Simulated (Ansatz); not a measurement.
Nudged elastic band, with input and output: CH$_{8}$OSi$_{2}$Zn (part 2 of 2)

The same run, continued: CH$_{8}$OSi$_{2}$Zn; RKS B3LYP-D4/def2-SVP (Ansatz 0.2.0). The run did not end well. One setting was made poor on purpose. It belongs to a series of runs on one base structure; here: band between the two ends.

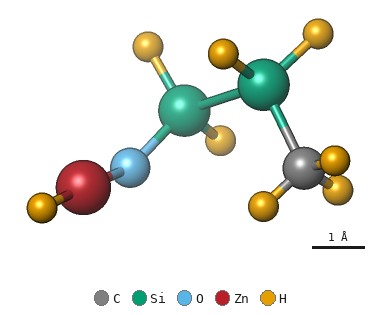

**Figure 1.** The structure as given in the input (ball-and-stick view, seen at a tilt). Sticks mark near contacts.

### The last band as extended XYZ, continued
```
13
Properties=species:S:1:pos:R:3:forces:R:3 image=2 energy=-67379.61524
C    -1.9058    0.2269    1.0221    0.0278  -0.0657   0.0155
Si   -0.0596   -0.1127    1.2940   -0.0379  -0.0064   0.0090
Si    0.8664   -1.1568   -0.6040    0.0119   0.0481  -0.0026
O     0.7884   -0.0696   -1.8467    0.0100   0.0177  -0.0369
Zn    1.6564    1.3563   -2.4575   -0.0179  -0.0286   0.0136
H    -2.4598   -0.7233    0.9495   -0.0063   0.0213  -0.0097
H    -2.3376    0.8123    1.8490    0.0034   0.0127  -0.0021
H    -2.0603    0.7806    0.0829    0.0051   0.0161  -0.0109
H     0.1373   -0.9207    2.5391   -0.0117  -0.0048   0.0118
H     0.6474    1.1952    1.5074    0.0206  -0.0288  -0.0287
H     0.1048   -2.3958   -0.9610   -0.0205   0.0108   0.0269
H     2.2784   -1.5890   -0.3286    0.0212  -0.0140   0.0239
H     2.3645    2.5615   -3.0315   -0.0056   0.0217  -0.0097
13
Properties=species:S:1:pos:R:3:forces:R:3 image=3 energy=-67379.57711
C    -1.9673    0.1797    1.1209    0.0462  -0.0371  -0.0144
Si   -0.0862   -0.0365    1.2072   -0.0091  -0.0398   0.0319
Si    0.7746   -1.1052   -0.7107   -0.0816   0.0643   0.0190
O     0.6667   -0.0294   -1.9711    0.1965   0.0253   0.0568
Zn    1.8344    1.2626   -2.3946   -0.1338  -0.0547  -0.0615
H    -2.4733   -0.7993    1.1133    0.0068   0.0118  -0.0057
H    -2.3423    0.7534    1.9830   -0.0036   0.0098   0.0025
H    -2.2467    0.7141    0.1999   -0.0179   0.0150  -0.0203
H     0.2895   -0.7699    2.4580   -0.0162  -0.0051   0.0168
H     0.5515    1.3207    1.2947    0.0240  -0.0194  -0.0206
H     0.0166   -2.3602   -1.0146   -0.0033   0.0288  -0.0127
H     2.2018   -1.5125   -0.4581   -0.0071  -0.0252   0.0118
H     2.8011    2.3476   -2.8131   -0.0009   0.0264  -0.0035
13
Properties=species:S:1:pos:R:3:forces:R:3 image=4 energy=-67379.61097
C    -1.8924    0.2727    1.0374   -0.0477  -0.0814  -0.0311
Si   -0.0711   -0.1577    1.3256    0.1109  -0.0462   0.0666
Si    0.9050   -1.1479   -0.5777   -0.1912   0.1843   0.0771
O     0.8326   -0.0234   -1.7848    0.0040  -0.0930  -0.0490
Zn    1.6289    1.3567   -2.5572    0.0380   0.0137  -0.0187
H    -2.4849   -0.6517    0.9362   -0.0091   0.0287  -0.0199
H    -2.3120    0.8546    1.8736    0.0314  -0.0003   0.0006
H    -2.0166    0.8559    0.1117    0.0180   0.0155  -0.0142
H     0.0514   -1.0646    2.5127   -0.0153   0.0358   0.0340
H     0.6824    1.1003    1.6472    0.0088  -0.0178  -0.0056
H     0.1128   -2.3647   -0.9499    0.0738  -0.0209  -0.0360
H     2.3115   -1.5868   -0.2864   -0.0061  -0.0303  -0.0133
H     2.2730    2.5217   -3.2739   -0.0153   0.0119   0.0094
13
Properties=species:S:1:pos:R:3:forces:R:3 image=5 energy=-67379.61493
C    -1.8748    0.2861    1.0879   -0.0238   0.0025   0.0038
Si   -0.1051   -0.2693    1.4701    0.0224  -0.0045  -0.0194
Si    0.9308   -0.9630   -0.5236   -0.0239   0.0236   0.0148
O     0.7586    0.2637   -1.6170   -0.0290  -0.0657   0.0567
Zn    1.5826    1.2762   -2.8127    0.0319   0.0383  -0.0320
H    -2.4886   -0.5689    0.7611    0.0077   0.0082  -0.0007
H    -2.3585    0.7407    1.9669   -0.0038  -0.0001  -0.0015
H    -1.8654    1.0266    0.2721    0.0071  -0.0011   0.0055
H    -0.1089   -1.3638    2.4932   -0.0035   0.0068   0.0028
H     0.6659    0.8776    2.0505   -0.0073  -0.0025   0.0022
H     0.2750   -2.2190   -1.0201    0.0211   0.0053  -0.0097
H     2.3750   -1.3037   -0.2810    0.0042  -0.0147  -0.0124
H     2.2338    2.1819   -3.8327   -0.0030   0.0037  -0.0103
13
Properties=species:S:1:pos:R:3:forces:R:3 image=6 energy=-67379.61780
C    -1.7977    0.3746    1.0707    0.0031  -0.0061  -0.0003
Si   -0.1352   -0.4064    1.5356    0.0025   0.0031  -0.0002
Si    1.0422   -0.8781   -0.4432   -0.0052  -0.0011  -0.0025
O     0.9502    0.4822   -1.3756    0.0018  -0.0024   0.0032
Zn    1.4124    1.2443   -2.9093   -0.0009  -0.0001  -0.0022
H    -2.4314   -0.3485    0.5328   -0.0014  -0.0018  -0.0014
H    -2.3497    0.7241    1.9573   -0.0019   0.0017   0.0045
H    -1.6242    1.2341    0.4040    0.0007   0.0042  -0.0035
H    -0.3468   -1.6419    2.3558   -0.0001  -0.0014   0.0002
H     0.6511    0.5527    2.3753   -0.0002   0.0020   0.0008
H     0.4201   -2.0609   -1.1333    0.0015   0.0019  -0.0010
H     2.4648   -1.2697   -0.1603   -0.0006   0.0002   0.0002
H     1.7647    1.9585   -4.1952    0.0006  -0.0002   0.0021
```

This output came from the following input.

### Input
```yaml
crystal:
  periodic: [false, false, false]
  atoms:
    - { symbol: C, position_ang: [-1.708131, 0.383813, 0.794101] }
    - { symbol: Si, position_ang: [0.024641, -0.198954, 1.299706] }
    - { symbol: Si, position_ang: [0.989233, -1.342769, -0.516288] }
    - { symbol: O, position_ang: [0.93526, -0.30002, -1.798263] }
    - { symbol: Zn, position_ang: [1.175956, 1.406727, -2.228036] }
    - { symbol: H, position_ang: [-2.39003, -0.474244, 0.679231] }
    - { symbol: H, position_ang: [-2.142978, 1.074002, 1.534294] }
    - { symbol: H, position_ang: [-1.661055, 0.903297, -0.177333] }
    - { symbol: H, position_ang: [-0.036345, -0.983243, 2.572536] }
    - { symbol: H, position_ang: [0.87398, 1.01182, 1.561277] }
    - { symbol: H, position_ang: [0.211216, -2.582118, -0.83253] }
    - { symbol: H, position_ang: [2.391255, -1.7743, -0.201186] }
    - { symbol: H, position_ang: [1.357498, 2.840991, -2.672908] }
basis:
  gaussian: { orbitals: def2-SVP }
hamiltonian:
  xc: b3lyp
  dispersion: d4
neb:
  order_check: false
  images: 5
  f_tol: 0.05
  max_iterations: 10
  final_atoms:
    - { symbol: C, position_ang: [-1.79769874, 0.37464931, 1.07074792] }
    - { symbol: Si, position_ang: [-0.13515268, -0.40636846, 1.53560787] }
    - { symbol: Si, position_ang: [1.04220808, -0.87813083, -0.44321429] }
    - { symbol: O, position_ang: [0.9501706, 0.48218061, -1.37562844] }
    - { symbol: Zn, position_ang: [1.41240734, 1.2442708, -2.9093191] }
    - { symbol: H, position_ang: [-2.43139883, -0.34850458, 0.5328097] }
    - { symbol: H, position_ang: [-2.34968649, 0.72407266, 1.95727012] }
    - { symbol: H, position_ang: [-1.62417205, 1.23407846, 0.40403568] }
    - { symbol: H, position_ang: [-0.34684767, -1.64184999, 2.35579855] }
    - { symbol: H, position_ang: [0.65111262, 0.55266589, 2.3752573] }
    - { symbol: H, position_ang: [0.42012331, -2.06093704, -1.13328902] }
    - { symbol: H, position_ang: [2.46475173, -1.26966125, -0.16025264] }
    - { symbol: H, position_ang: [1.76468278, 1.95853641, -4.19522265] }
  initial_path:
    images:
      - { positions_ang: [[-1.708131, 0.383813, 0.794101], [0.024641, -0.198954, 1.299706], [0.989233, -1.342769, -0.516288], [0.93526, -0.30002, -1.798263], [1.175956, 1.406727, -2.228036], [-2.39003, -0.474244, 0.679231], [-2.142978, 1.074002, 1.534294], [-1.661055, 0.903297, -0.177333], [-0.036345, -0.983243, 2.572536], [0.87398, 1.01182, 1.561277], [0.211216, -2.582118, -0.83253], [2.391255, -1.7743, -0.201186], [1.357498, 2.840991, -2.672908]] }
      - { positions_ang: [[-1.76453813, 0.29173633, 0.89046814], [-0.0130663, -0.14182526, 1.28996389], [0.91095584, -1.14736245, -0.56430666], [0.79024363, -0.06933606, -1.83396515], [1.37917003, 1.11592182, -2.53436763], [-2.38471712, -0.59274224, 0.73021777], [-2.21021551, 0.88714541, 1.70266325], [-1.81616343, 0.89943484, -0.02879926], [0.04892862, -0.98078533, 2.51095129], [0.74845947, 1.10214726, 1.58382139], [0.20718583, -2.41092619, -0.87521035], [2.34911375, -1.47412752, -0.29744747], [1.77514332, 2.4857214, -2.55938822]] }
      - { positions_ang: [[-1.82094526, 0.19965965, 0.98683529], [-0.0507736, -0.08469653, 1.28022178], [0.83267868, -0.9519559, -0.61232532], [0.64522725, 0.16134787, -1.8696673], [1.58238406, 0.82511665, -2.84069926], [-2.37940424, -0.71124047, 0.78120455], [-2.27745303, 0.70028882, 1.8710325], [-1.97127185, 0.89557269, 0.11973448], [0.13420224, -0.97832766, 2.44936658], [0.62293894, 1.19247452, 1.60636578], [0.20315566, -2.23973438, -0.9178907], [2.3069725, -1.17395504, -0.39370893], [2.19278864, 2.13045179, -2.44586844]] }
      - { positions_ang: [[-1.87735239, 0.10758298, 1.08320243], [-0.0884809, -0.02756779, 1.27047966], [0.75440152, -0.75654935, -0.66034397], [0.50021088, 0.39203181, -1.90536945], [1.78559809, 0.53431147, -3.14703089], [-2.37409136, -0.82973871, 0.83219132], [-2.34469054, 0.51343222, 2.03940176], [-2.12638028, 0.89171053, 0.26826822], [0.21947586, -0.97587, 2.38778187], [0.49741841, 1.28280177, 1.62891017], [0.19912549, -2.06854257, -0.96057106], [2.26483125, -0.87378256, -0.4899704], [2.61043397, 1.77518219, -2.33234866]] }
      - { positions_ang: [[-1.85080117, 0.19660509, 1.07905093], [-0.10403816, -0.15383468, 1.35885573], [0.85033704, -0.79707651, -0.58796741], [0.65019745, 0.42208141, -1.72878911], [1.66120117, 0.77096458, -3.06779363], [-2.39319385, -0.66932733, 0.73239745], [-2.34635586, 0.5836457, 2.01202454], [-1.95897754, 1.00583318, 0.31352404], [0.03070135, -1.19786333, 2.37712077], [0.54864981, 1.03942315, 1.87769255], [0.27279143, -2.06600739, -1.01814371], [2.33147141, -1.00574213, -0.38006448], [2.3285169, 1.83630026, -2.95330666]] }
      - { positions_ang: [[-1.82424995, 0.2856272, 1.07489942], [-0.11959542, -0.28010157, 1.4472318], [0.94627256, -0.83760367, -0.51559085], [0.80018403, 0.45213101, -1.55220878], [1.53680426, 1.00761769, -2.98855636], [-2.41229634, -0.50891595, 0.63260358], [-2.34802117, 0.65385918, 1.98464733], [-1.79157479, 1.11995582, 0.35877986], [-0.15807316, -1.41985666, 2.36645966], [0.59988122, 0.79604452, 2.12647492], [0.34645737, -2.06347221, -1.07571636], [2.39811157, -1.13770169, -0.27015856], [2.04659984, 1.89741834, -3.57426466]] }
      - { positions_ang: [[-1.79769874, 0.37464931, 1.07074792], [-0.13515268, -0.40636846, 1.53560787], [1.04220808, -0.87813083, -0.44321429], [0.9501706, 0.48218061, -1.37562844], [1.41240734, 1.2442708, -2.9093191], [-2.43139883, -0.34850458, 0.5328097], [-2.34968649, 0.72407266, 1.95727012], [-1.62417205, 1.23407846, 0.40403568], [-0.34684767, -1.64184999, 2.35579855], [0.65111262, 0.55266589, 2.3752573], [0.42012331, -2.06093704, -1.13328902], [2.46475173, -1.26966125, -0.16025264], [1.76468278, 1.95853641, -4.19522265]] }
```

Launch command:
```bash
ansatz run input.yaml --threads 2 --pin off --max-ram 3072MiB --backend cpu --events-out ev --progress --plain --runs-dir out
```

### Outcome

```tsv
quantity	value
outcome	not converged
barrier, forward (band not converged)	0.055 eV
barrier, backward	0.041 eV
hardware	2 threads of Arm Neoverse V1, 24 GiB of memory available, shared host
wall time	4.4 min (CPU time 8.6 min)
peak memory	0.38 GiB
```

### Diagnosis

The run did not converge: “NEB band did not converge after 10 iterations: max|band force component| = 1.91e-1 eV/Å (threshold 5.0e-2); raise `neb.max_iterations` in a new run, which can start from the last band evaluated (`neb.initial_path`, with `crystal.atoms` and `neb.final_atoms` set to its first and last images), add images, or start from endpoints closer to local minima …” Its last values are not results. A deliberately poor setting: few iterations.
